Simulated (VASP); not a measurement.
Band structure of HfO (relaxed from the zinc blende structure, space group F-43m). Level of theory: PBEsol GGA, VASP's PBE PAW potentials (set 64) (plane waves; VASP 6.6.1).

Unless said otherwise, spin-orbit coupling is left out, though it shifts the bands of the heavy elements here.

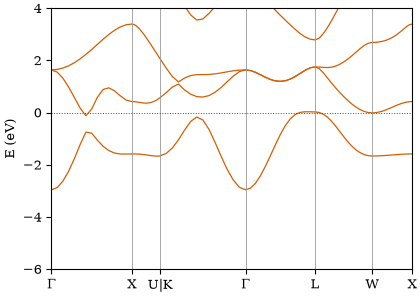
*Bands along high-symmetry lines, zero at the valence-band maximum or, without a gap, the Fermi level*

Task: Read the plot: is there a gap, and where are the band edges?

Result: It has no gap at this level: it comes out as a metal or semimetal. (Edges off the drawn lines would not show.)

The structure was generated: HfO was put into the zinc blende type (F-43m), which need not be its known phase. It was relaxed first, which changed the volume by -32 %.
